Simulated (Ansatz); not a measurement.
```yaml
atoms:
  - { symbol: Ge, position_ang: [0.2051, -0.0226, 0.0069] }
  - { symbol: Cl, position_ang: [0.4225, 0.0828, 2.1963] }
  - { symbol: F, position_ang: [1.8219, -0.0686, -0.6299] }
  - { symbol: F, position_ang: [-0.4366, 1.4998, -0.5218] }
  - { symbol: H, position_ang: [-0.6161, -1.2251, -0.4777] }
  - { symbol: Br, position_ang: [-3.2069, -0.1876, 1.1518] }
  - { symbol: H, position_ang: [-2.1447, 0.0402, 2.1963] }
```

Not at a stationary point (largest force 1.3 eV/Å).

All numbers below come from Ansatz, RKS PBE-D4/def2-SVP.

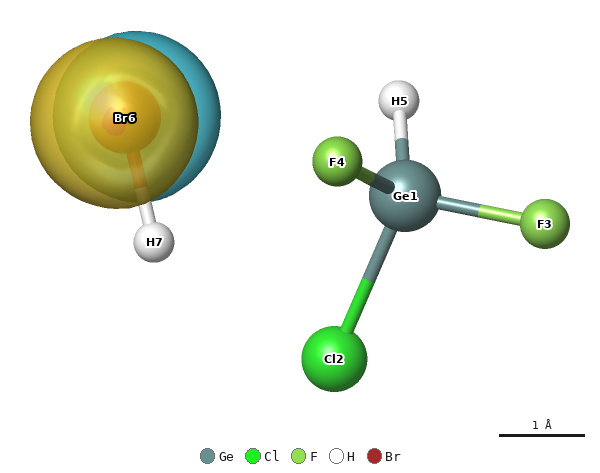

ClF2GeH···HBr. The HOMO at ±0.2 Å⁻³ᐟ² (yellow and cyan are the two phases), seen at a tilt.

Describe this orbital and give its energy.

By Hirshfeld shares it lies mainly on Br6 (about 95 %); largely a lone pair of Br6. Its energy is −7.35 eV.
